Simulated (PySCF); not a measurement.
```xyz
2

As    0.0000    0.0000   -1.5782
I     0.0000    0.0000    0.9318
```

Core potentials replace the inner electrons of I.

Level of theory: PBE0/def2-SVP, non-relativistic Hamiltonian with scalar-relativistic core potentials where named, at a bond length of 2.510 Å (PySCF 2.14.0).

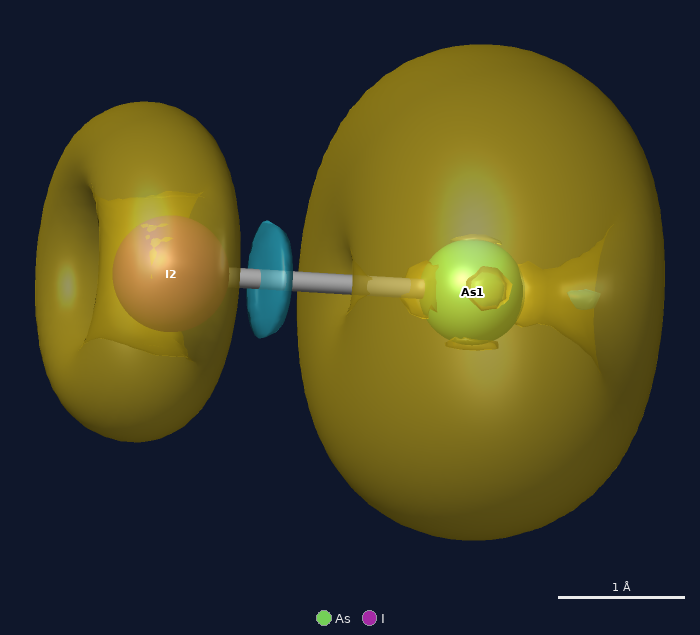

AsI (triplet). Isosurfaces of the spin density (α minus β) at +0.015 (yellow) and −0.015 e/Å³ (cyan), seen from one side.

Question: Which atoms carry the spin?

Answer: The unpaired spin (2 electrons) lies mostly on As1 (about 1.8) and I2 (about 0.2), in electrons by Hirshfeld's partition.
